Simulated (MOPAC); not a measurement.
Geometry relaxation of C3H4In (part 1 of 2)

System: C3H4In, multiplicity 2, SMILES C#[C][In][CH3].
Method: PM6, unrestricted (MOPAC 23.2.5).

The atoms were displaced at random from an optimised geometry.

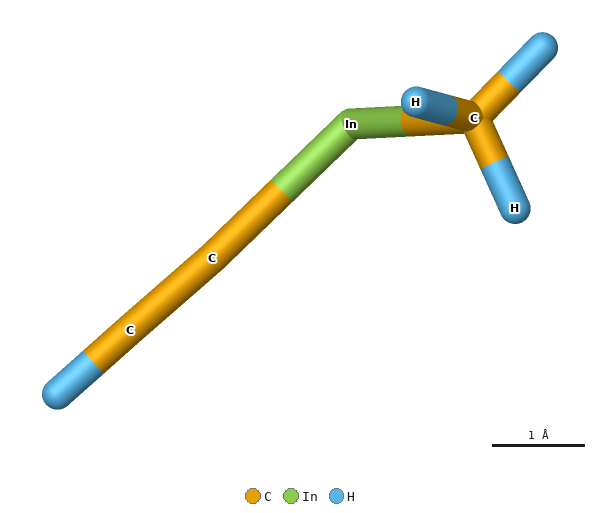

Figure 1. The starting structure (stick view, seen at a tilt). Sticks mark near contacts. Bond lengths as drawn: C–C 1.21 Å, C–H 1.06 to 1.09 Å and C–In 2.11 to 2.20 Å.

The input (input.mop)
```
PM6 GRADIENTS UHF DISP MULLIK GNORM=0.01 CYCLES=300 THREADS=1 AUX(PRECISION=6)
C3H4In optimise

C      2.838527     0.127159     0.564162
C      1.686556    -0.236071     0.529057
In    -0.250170    -1.068577     0.596370
C     -1.862255     0.022803    -0.436350
H      3.837665     0.491288     0.579624
H     -1.901815     1.010167     0.022216
H     -1.538838     0.119650    -1.477118
H     -2.815439    -0.468107    -0.362152
```

Machine: 1 thread of Arm Neoverse V1, 24 GiB of memory available, shared host.

Run as:
```bash
mopac input.mop
```

Output
```
MOPAC v23.2.5
PM6 CALCULATION RESULTS

 *  PM6        - The PM6 Hamiltonian to be used
 *  UHF        - UNRESTRICTED HARTREE-FOCK CALCULATION
 *  THREADS=1  - MULTI-THREADING NOT USED
 *  CYCLES=    - DO A MAXIMUM OF 300 STEPS
 *  GNORM      - EXIT WHEN GRADIENT NORM DROPS BELOW 0.010
 *  AUX        - OUTPUT AUXILIARY INFORMATION
 *  GRADIENTS  - ALL GRADIENTS TO BE PRINTED
 *  DISP       - PRINT DISPERSION AND HYDROGEN BOND ENERGIES
 *  MULLIK     - THE MULLIKEN ANALYSIS TO BE PERFORMED
PM6 GRADIENTS UHF DISP MULLIK GNORM=0.01 CYCLES=300 THREADS=1 AUX(PRECISION=6)
 C3H4In optimise

   ATOM   CHEMICAL          X               Y               Z
  NUMBER   SYMBOL      (ANGSTROMS)     (ANGSTROMS)     (ANGSTROMS)

     1       C          2.83852700  *   0.12715900  *   0.56416200  *
     2       C          1.68655600  *  -0.23607100  *   0.52905700  *
     3      In         -0.25017000  *  -1.06857700  *   0.59637000  *
     4       C         -1.86225500  *   0.02280300  *  -0.43635000  *
     5       H          3.83766500  *   0.49128800  *   0.57962400  *
     6       H         -1.90181500  *   1.01016700  *   0.02221600  *
     7       H         -1.53883800  *   0.11965000  *  -1.47711800  *
     8       H         -2.81543900  *  -0.46810700  *  -0.36215200  *

          CARTESIAN COORDINATES

    NO.       ATOM           X           Y           Z

     1         C          2.8385      0.1272      0.5642
     2         C          1.6866     -0.2361      0.5291
     3        In         -0.2502     -1.0686      0.5964
     4         C         -1.8623      0.0228     -0.4364
     5         H          3.8377      0.4913      0.5796
     6         H         -1.9018      1.0102      0.0222
     7         H         -1.5388      0.1196     -1.4771
     8         H         -2.8154     -0.4681     -0.3622

           Empirical Formula: C3 H4 In  =     8 atoms

      MOLECULAR POINT GROUP   :   Cs

          UHF CALCULATION, NO. OF ALPHA ELECTRONS =   10
                           NO. OF BETA  ELECTRONS =    9

          Geometry optimization using EF

          DIAGONAL MATRIX USED AS START HESSIAN
```

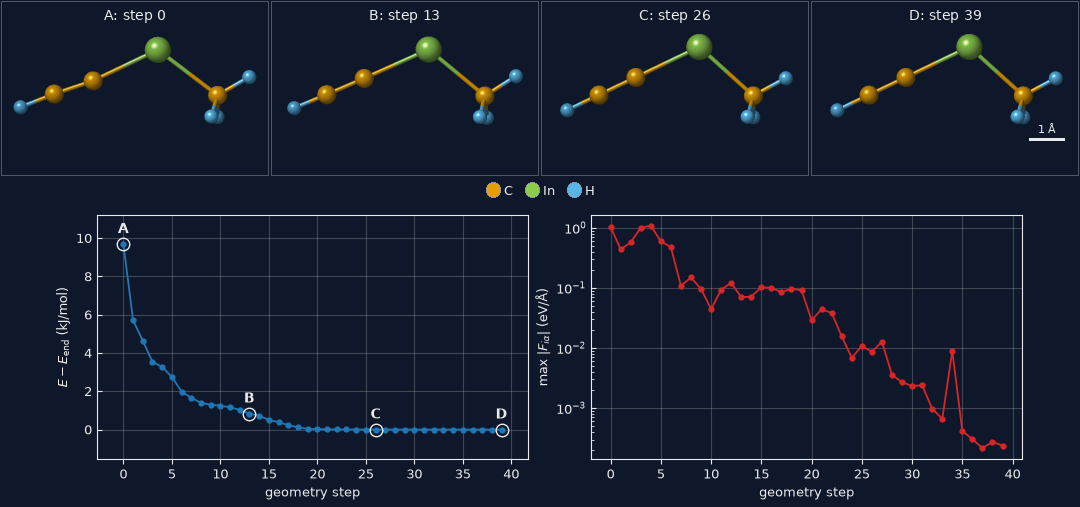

Figure 2. Frames of the relaxation (ball-and-stick view, seen at a tilt) above the curves, on which the letters mark them (steps are counted from 0).

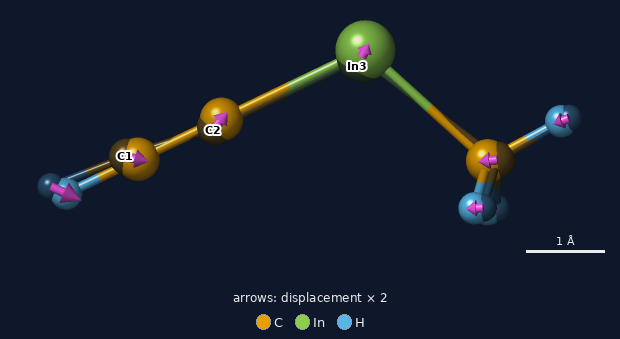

Figure 3. Start (faint) and end (solid) with the displacements as pink arrows, magnified 2 times (ball-and-stick view, seen at a tilt). The two geometries are laid on each other by the best rigid fit. Over 39 geometry steps the energy falls by 9.68 kJ/mol. The largest force component goes from 1 to 0.00024 eV/Å. H5 moves most after the best rigid fit: 0.22 Å. Largest moves by element: H 0.22 Å, C 0.14 Å, In 0.10 Å. Among the contacts that change: In3–C4 2.204 → 2.136 Å, C2–In3 2.109 → 2.073 Å, C1–H5 1.064 → 1.033 Å, C4–H6 1.089 → 1.082 Å. Among the angles that change: C1–C2–In3 173.3° → 179.9°, C2–In3–C4 117.5° → 112.5°, In3–C4–H8 113.0° → 109.7°. (Atoms are counted from 1 in the order of the input.)

```
 CYCLE:     1 TIME:   0.008 TIME LEFT:  2.00D  GRAD.:    38.765 HEAT:  94.78830
 CYCLE:     2 TIME:   0.000 TIME LEFT:  2.00D  GRAD.:    21.571 HEAT:  93.83586
 CYCLE:     3 TIME:   0.000 TIME LEFT:  2.00D  GRAD.:    22.525 HEAT:  93.58379
 CYCLE:     4 TIME:   0.008 TIME LEFT:  2.00D  GRAD.:    35.344 HEAT:  93.31757
 CYCLE:     5 TIME:   0.000 TIME LEFT:  2.00D  GRAD.:    41.243 HEAT:  93.25448
 CYCLE:     6 TIME:   0.000 TIME LEFT:  2.00D  GRAD.:    22.484 HEAT:  93.13084
 CYCLE:     7 TIME:   0.000 TIME LEFT:  2.00D  GRAD.:    15.700 HEAT:  92.94606
 CYCLE:     8 TIME:   0.000 TIME LEFT:  2.00D  GRAD.:     5.150 HEAT:  92.87111
 CYCLE:     9 TIME:   0.008 TIME LEFT:  2.00D  GRAD.:     5.924 HEAT:  92.80677
 CYCLE:    10 TIME:   0.000 TIME LEFT:  2.00D  GRAD.:     3.765 HEAT:  92.78460
 CYCLE:    11 TIME:   0.000 TIME LEFT:  2.00D  GRAD.:     2.521 HEAT:  92.76972
 CYCLE:    12 TIME:   0.000 TIME LEFT:  2.00D  GRAD.:     3.869 HEAT:  92.75273
 CYCLE:    13 TIME:   0.000 TIME LEFT:  2.00D  GRAD.:     4.579 HEAT:  92.71776
 CYCLE:    14 TIME:   0.008 TIME LEFT:  2.00D  GRAD.:     3.942 HEAT:  92.67323
 CYCLE:    15 TIME:   0.000 TIME LEFT:  2.00D  GRAD.:     3.966 HEAT:  92.64714
 CYCLE:    16 TIME:   0.000 TIME LEFT:  2.00D  GRAD.:     4.585 HEAT:  92.59258
 CYCLE:    17 TIME:   0.000 TIME LEFT:  2.00D  GRAD.:     3.935 HEAT:  92.56738
 CYCLE:    18 TIME:   0.000 TIME LEFT:  2.00D  GRAD.:     4.090 HEAT:  92.52729
 CYCLE:    19 TIME:   0.000 TIME LEFT:  2.00D  GRAD.:     3.794 HEAT:  92.50249
 CYCLE:    20 TIME:   0.008 TIME LEFT:  2.00D  GRAD.:     3.284 HEAT:  92.48318
 CYCLE:    21 TIME:   0.000 TIME LEFT:  2.00D  GRAD.:     1.318 HEAT:  92.47847
 CYCLE:    22 TIME:   0.000 TIME LEFT:  2.00D  GRAD.:     1.485 HEAT:  92.47733
 CYCLE:    23 TIME:   0.000 TIME LEFT:  2.00D  GRAD.:     1.116 HEAT:  92.47527
 CYCLE:    24 TIME:   0.000 TIME LEFT:  2.00D  GRAD.:     0.478 HEAT:  92.47459
 CYCLE:    25 TIME:   0.008 TIME LEFT:  2.00D  GRAD.:     0.336 HEAT:  92.47423
 CYCLE:    26 TIME:   0.000 TIME LEFT:  2.00D  GRAD.:     0.409 HEAT:  92.47427
 CYCLE:    27 TIME:   0.000 TIME LEFT:  2.00D  GRAD.:     0.318 HEAT:  92.47390
 CYCLE:    28 TIME:   0.000 TIME LEFT:  2.00D  GRAD.:     0.429 HEAT:  92.47422
 CYCLE:    29 TIME:   0.000 TIME LEFT:  2.00D  GRAD.:     0.148 HEAT:  92.47365
 CYCLE:    30 TIME:   0.008 TIME LEFT:  2.00D  GRAD.:     0.130 HEAT:  92.47368
 CYCLE:    31 TIME:   0.000 TIME LEFT:  2.00D  GRAD.:     0.096 HEAT:  92.47364
 CYCLE:    32 TIME:   0.000 TIME LEFT:  2.00D  GRAD.:     0.094 HEAT:  92.47358
 CYCLE:    33 TIME:   0.000 TIME LEFT:  2.00D  GRAD.:     0.044 HEAT:  92.47357
 CYCLE:    34 TIME:   0.000 TIME LEFT:  2.00D  GRAD.:     0.034 HEAT:  92.47356
 CYCLE:    35 TIME:   0.000 TIME LEFT:  2.00D  GRAD.:     0.328 HEAT:  92.47367
 CYCLE:    36 TIME:   0.008 TIME LEFT:  2.00D  GRAD.:     0.020 HEAT:  92.47356
 CYCLE:    37 TIME:   0.000 TIME LEFT:  2.00D  GRAD.:     0.015 HEAT:  92.47356
 CYCLE:    38 TIME:   0.000 TIME LEFT:  2.00D  GRAD.:     0.012 HEAT:  92.47357
 CYCLE:    39 TIME:   0.000 TIME LEFT:  2.00D  GRAD.:     0.012 HEAT:  92.47357
 CYCLE:    40 TIME:   0.000 TIME LEFT:  2.00D  GRAD.:     0.010 HEAT:  92.47357

     GRADIENT =  0.00995 IS LESS THAN CUTOFF =  0.01000

 -------------------------------------------------------------------------------
 PM6 GRADIENTS UHF DISP MULLIK GNORM=0.01 CYCLES=300 THREADS=1 AUX(PRECISION=6)
 C3H4In optimise

     GEOMETRY OPTIMISED USING EIGENVECTOR FOLLOWING (EF).
     SCF FIELD WAS ACHIEVED

                              PM6 CALCULATION

          FINAL HEAT OF FORMATION =         92.47357 KCAL/MOL =     386.90941 KJ/MOL

          TOTAL ENERGY            =     -10919.01679 KCAL/MOL = ELECTRONIC ENERGY + CORE-CORE REPULSION
          ENERGY OF ATOMS         =      10999.49036 KCAL/MOL
                              SUM =         80.47357 KCAL/MOL
          DISPERSION ENERGY       =          0.00000 KCAL/MOL
                              SUM =         80.47357 KCAL/MOL = FINAL HEAT OF FORMATION

     *    WARNING - An energy term is incorrect or missing!

     *    FINAL HEAT OF FORMATION     =     92.47357 KCAL/MOL
     *    SUM OF CONTRIBUTIONS TO HoF =     80.47357 KCAL/MOL
     *                     DIFFERENCE =     12.00000 KCAL/MOL

          TOTAL ENERGY            =       -473.49338 EV
          ELECTRONIC ENERGY       =      -1306.41875 EV
          CORE-CORE REPULSION     =        832.92537 EV
          COSMO AREA              =        124.23 SQUARE ANGSTROMS
          COSMO VOLUME            =        108.90 CUBIC ANGSTROMS

          GRADIENT NORM           =          0.00995          =       0.00352 PER ATOM
          IONIZATION POTENTIAL    =          9.965342 EV
          ALPHA SOMO LUMO (EV)    =         -9.965  0.997
          BETA  SOMO LUMO (EV)    =        -10.750  0.788
          NO. OF ALPHA ELECTRONS  =         10
          NO. OF BETA  ELECTRONS  =          9
          MOLECULAR WEIGHT        =        154.8846         POINT GROUP:  Cs

          MOLECULAR DIMENSIONS (Angstroms)

            Atom       Atom       Distance
            H     8    H     5     6.49623
           In     3    H     7     2.41835
           In     3    H     6     1.63828

          SCF CALCULATIONS        =         43

          WALL-CLOCK TIME         =      0.070 SECONDS
          COMPUTATION TIME        =      0.068 SECONDS

       FINAL  POINT  AND  DERIVATIVES

   PARAMETER     ATOM    TYPE            VALUE        GRADIENT
      1          1  C    CARTESIAN X     2.733523     -0.001964  KCAL/ANGSTROM
      2          1  C    CARTESIAN Y     0.188907      0.004239  KCAL/ANGSTROM
      3          1  C    CARTESIAN Z     0.503162     -0.000143  KCAL/ANGSTROM
      4          2  C    CARTESIAN X     1.629861      0.001507  KCAL/ANGSTROM
      5          2  C    CARTESIAN Y    -0.286338     -0.001959  KCAL/ANGSTROM
      6          2  C    CARTESIAN Z     0.545073      0.003666  KCAL/ANGSTROM
      7          3 In    CARTESIAN X    -0.270945      0.001525  KCAL/ANGSTROM
      8          3 In    CARTESIAN Y    -1.109452     -0.002901  KCAL/ANGSTROM
      9          3 In    CARTESIAN Z     0.619648     -0.005450  KCAL/ANGSTROM
     10          4  C    CARTESIAN X    -1.711705      0.000579  KCAL/ANGSTROM
     11          4  C    CARTESIAN Y     0.066727     -0.001066  KCAL/ANGSTROM
     12          4  C    CARTESIAN Z    -0.430307      0.001236  KCAL/ANGSTROM
     13          5  H    CARTESIAN X     3.681488     -0.000583  KCAL/ANGSTROM
     14          5  H    CARTESIAN Y     0.598366     -0.000300  KCAL/ANGSTROM
     15          5  H    CARTESIAN Z     0.466500     -0.000116  KCAL/ANGSTROM
     16          6  H    CARTESIAN X    -1.765850     -0.001230  KCAL/ANGSTROM
     17          6  H    CARTESIAN Y     1.045099     -0.000435  KCAL/ANGSTROM
     18          6  H    CARTESIAN Z     0.029216      0.001056  KCAL/ANGSTROM
     19          7  H    CARTESIAN X    -1.395714      0.001214  KCAL/ANGSTROM
     20          7  H    CARTESIAN Y     0.170075      0.002397  KCAL/ANGSTROM
     21          7  H    CARTESIAN Z    -1.460242      0.001014  KCAL/ANGSTROM
     22          8  H    CARTESIAN X    -2.678125     -0.001048  KCAL/ANGSTROM
     23          8  H    CARTESIAN Y    -0.415538      0.000024  KCAL/ANGSTROM
     24          8  H    CARTESIAN Z    -0.386928     -0.001263  KCAL/ANGSTROM

   ATOM   CHEMICAL          X               Y               Z
  NUMBER   SYMBOL      (ANGSTROMS)     (ANGSTROMS)     (ANGSTROMS)

     1       C          2.73352277  *   0.18890735  *   0.50316212  *
     2       C          1.62986078  *  -0.28633810  *   0.54507258  *
     3      In         -0.27094483  *  -1.10945154  *   0.61964800  *
     4       C         -1.71170498  *   0.06672709  *  -0.43030726  *
     5       H          3.68148849  *   0.59836617  *   0.46649971  *
     6       H         -1.76585015  *   1.04509908  *   0.02921634  *
     7       H         -1.39571449  *   0.17007480  *  -1.46024199  *
     8       H         -2.67812549  *  -0.41553809  *  -0.38692848  *

                             CARTESIAN COORDINATES

   1    C        2.733522774     0.188907349     0.503162116
   2    C        1.629860780    -0.286338100     0.545072579
   3   In       -0.270944829    -1.109451545     0.619648000
   4    C       -1.711704975     0.066727088    -0.430307264
   5    H        3.681488488     0.598366174     0.466499708
   6    H       -1.765850151     1.045099076     0.029216337
   7    H       -1.395714490     0.170074798    -1.460241991
   8    H       -2.678125492    -0.415538093    -0.386928480

           Empirical Formula: C3 H4 In  =     8 atoms

      MOLECULAR POINT GROUP   :   Cs

          ALPHA EIGENVALUES
 -25.48241 -24.01146 -18.36677 -14.24053 -13.76650 -13.65393 -11.77669 -11.15322
 -10.98501  -9.96534   0.99700   1.90916   2.45680   2.54245   3.26198   6.12330
   6.16265   6.43123   7.19447   7.73964

           BETA EIGENVALUES
 -25.47069 -24.01936 -18.31449 -14.02554 -13.61142 -13.33425 -11.44326 -10.96553
 -10.74979   0.78806   1.59310   1.69721   2.52043   2.82479   3.30804   6.15474
   6.19339   6.44415   7.21356   7.74721

              NET ATOMIC CHARGES AND DIPOLE CONTRIBUTIONS

  ATOM NO.   TYPE          CHARGE      No. of ELECS.   s-Pop       p-Pop
    1          C          -0.215723        4.2157     1.15700     3.05872
    2          C          -0.303453        4.3035     1.24995     3.05350
    3         In           0.543332        2.4567     1.10691     1.34975
    4          C          -0.691561        4.6916     1.10785     3.58371
    5          H           0.177059        0.8229     0.82294
    6          H           0.163941        0.8361     0.83606
    7          H           0.164110        0.8359     0.83589
    8          H           0.162294        0.8377     0.83771
 DIPOLE           X         Y         Z       TOTAL
 POINT-CHG.    -1.677    -1.753     0.698     2.524
 HYBRID         0.699     1.006    -0.459     1.308
 SUM           -0.977    -0.747     0.239     1.254

          ATOMIC ORBITAL ELECTRON POPULATIONS

     Atom    s        px        py        pz
    1  C   1.15700   1.03526   1.01798   1.00548
    2  C   1.24995   1.07274   0.99615   0.98462
    3 In   1.10691   0.60425   0.51279   0.23272
    4  C   1.10785   1.19606   1.19452   1.19313
    5  H   0.82294
    6  H   0.83606
    7  H   0.83589
    8  H   0.83771

                    (SZ)    =    0.500000
                    (S**2)  =    0.773175

          ATOMIC ORBITAL SPIN POPULATIONS

    Atom   Total    s     px     py     pz
         Atomic
    1  C -0.0052 -0.000  0.002 -0.001 -0.006
    2  C  0.0717  0.028  0.032  0.005  0.006
    3 In  0.8108  0.419  0.014  0.286  0.091
    4  C  0.1322  0.016  0.048  0.038  0.030
    5  H  0.0024  0.002
    6  H -0.0046 -0.005
    7  H -0.0045 -0.004
    8  H -0.0029 -0.003

           MULLIKEN POPULATION ANALYSIS

        MULLIKEN POPULATIONS AND CHARGES

      NO.  ATOM   POPULATION      CHARGE
        1    C     4.273796     -0.273796
        2    C     4.359934     -0.359934
        3   In     2.353711      0.646289
        4    C     4.861229     -0.861229
        5    H     0.770035      0.229965
        6    H     0.793629      0.206371
        7    H     0.793358      0.206642
        8    H     0.794308      0.205692

 *                    *
 * JOB ENDED NORMALLY *
 *                    *

 TOTAL JOB TIME:             0.07 SECONDS

 == MOPAC DONE ==
```

Trajectory as extended XYZ (Å, eV, eV/Å), 40 frames, from step=0 to step=39
```
8
Properties=species:S:1:pos:R:3:forces:R:3 step=0 energy=4.11041
C     2.8385    0.1272    0.5642   -0.1360   0.1819  -0.0798
C     1.6866   -0.2361    0.5291    0.2045  -0.1250   0.0967
In   -0.2502   -1.0686    0.5964   -0.2318   0.6385  -0.4431
C    -1.8623    0.0228   -0.4364    1.0498   0.0302   0.1619
H     3.8377    0.4913    0.5796   -0.7669  -0.3229  -0.0130
H    -1.9018    1.0102    0.0222   -0.0427  -0.2081  -0.0913
H    -1.5388    0.1197   -1.4771   -0.1881  -0.0649   0.3093
H    -2.8154   -0.4681   -0.3622    0.1111  -0.1297   0.0593
8
Properties=species:S:1:pos:R:3:forces:R:3 step=1 energy=4.06911
C     2.8346    0.1324    0.5576   -0.1743   0.0282   0.0259
C     1.6907   -0.2464    0.5457   -0.2691  -0.1577  -0.0310
In   -0.2560   -1.0585    0.5865    0.2094   0.2711  -0.0697
C    -1.8384    0.0104   -0.4226    0.0660  -0.0909   0.3246
H     3.8197    0.4758    0.5780   -0.2756  -0.0950  -0.0384
H    -1.9031    0.9973    0.0063   -0.0341   0.0966   0.1406
H    -1.5432    0.1111   -1.4431    0.0478  -0.0372  -0.4382
H    -2.8129   -0.4783   -0.3553    0.4298  -0.0150   0.0861
8
Properties=species:S:1:pos:R:3:forces:R:3 step=2 energy=4.05818
C     2.8301    0.1330    0.5595   -0.5742  -0.1689   0.0141
C     1.6866   -0.2546    0.5475    0.1205   0.0590  -0.0471
In   -0.2554   -1.0520    0.5825    0.2318   0.0202   0.0653
C    -1.8310    0.0021   -0.4100    0.0631   0.2526  -0.4548
H     3.8100    0.4693    0.5764   -0.1017  -0.0154  -0.0246
H    -1.9041    0.9967    0.0084   -0.0091   0.0109   0.1003
H    -1.5433    0.1068   -1.4612   -0.0948  -0.0924   0.2297
H    -2.8047   -0.4817   -0.3516    0.3642  -0.0660   0.1172
8
Properties=species:S:1:pos:R:3:forces:R:3 step=3 energy=4.04663
C     2.8124    0.1300    0.5637    0.8631   0.2870  -0.0250
C     1.6821   -0.2605    0.5438   -1.0059  -0.2891  -0.0354
In   -0.2502   -1.0476    0.5822    0.0195  -0.0868   0.0503
C    -1.8247    0.0027   -0.4192    0.0846   0.4631  -0.0072
H     3.7972    0.4631    0.5719   -0.1579  -0.0156   0.0041
H    -1.9060    0.9976    0.0304    0.0471  -0.2404  -0.1408
H    -1.5455    0.1000   -1.4654   -0.0829  -0.0117   0.1157
H    -2.7876   -0.4879   -0.3319    0.2325  -0.1065   0.0384
8
Properties=species:S:1:pos:R:3:forces:R:3 step=4 energy=4.04390
C     2.8103    0.1344    0.5644   -1.0507  -0.4240  -0.0876
C     1.6675   -0.2681    0.5400    1.0910   0.4701   0.0149
In   -0.2461   -1.0486    0.5844   -0.4013  -0.1192  -0.0156
C    -1.8214    0.0140   -0.4279    0.1146   0.0512   0.4299
H     3.7884    0.4606    0.5700    0.0137   0.0647   0.0152
H    -1.9067    0.9931    0.0350    0.0492  -0.0381  -0.1245
H    -1.5481    0.0958   -1.4611   -0.0012   0.0739  -0.2236
H    -2.7740   -0.4938   -0.3217    0.1846  -0.0785  -0.0088
8
Properties=species:S:1:pos:R:3:forces:R:3 step=5 energy=4.03854
C     2.8047    0.1323    0.5615    0.1268   0.0170  -0.0365
C     1.6699   -0.2617    0.5407   -0.1524  -0.0123  -0.0101
In   -0.2472   -1.0518    0.5845   -0.2439  -0.0372  -0.0099
C    -1.8161    0.0238   -0.4187    0.1081  -0.5993  -0.2518
H     3.7847    0.4619    0.5723   -0.0288   0.0410  -0.0008
H    -1.9056    0.9855    0.0152   -0.0038   0.5534   0.1895
H    -1.5490    0.0946   -1.4695   -0.0412   0.0432   0.1004
H    -2.7658   -0.5006   -0.3213    0.2353  -0.0058   0.0192
8
Properties=species:S:1:pos:R:3:forces:R:3 step=6 energy=4.03052
C     2.8045    0.1304    0.5602    0.3418   0.1131  -0.0105
C     1.6709   -0.2603    0.5423   -0.4765  -0.1294  -0.0275
In   -0.2498   -1.0495    0.5828   -0.0418  -0.1261   0.0791
C    -1.8100    0.0132   -0.4182   -0.0158   0.1528  -0.0540
H     3.7819    0.4619    0.5740    0.0273   0.0483  -0.0103
H    -1.9048    0.9992    0.0240    0.0569  -0.0319  -0.0595
H    -1.5495    0.0971   -1.4677   -0.0269   0.0309   0.0646
H    -2.7583   -0.5026   -0.3168    0.1351  -0.0578   0.0182
8
Properties=species:S:1:pos:R:3:forces:R:3 step=7 energy=4.02727
C     2.8038    0.1310    0.5596   -0.0313  -0.0028  -0.0185
C     1.6668   -0.2598    0.5403   -0.0341   0.0060  -0.0107
In   -0.2497   -1.0517    0.5841   -0.1084  -0.0934   0.0438
C    -1.8078    0.0176   -0.4201    0.0141   0.0621   0.0324
H     3.7808    0.4645    0.5739    0.0102   0.0384  -0.0116
H    -1.9035    1.0021    0.0215    0.0536  -0.0062  -0.0439
H    -1.5502    0.0991   -1.4673   -0.0031   0.0381  -0.0023
H    -2.7507   -0.5059   -0.3141    0.0991  -0.0421   0.0108
```
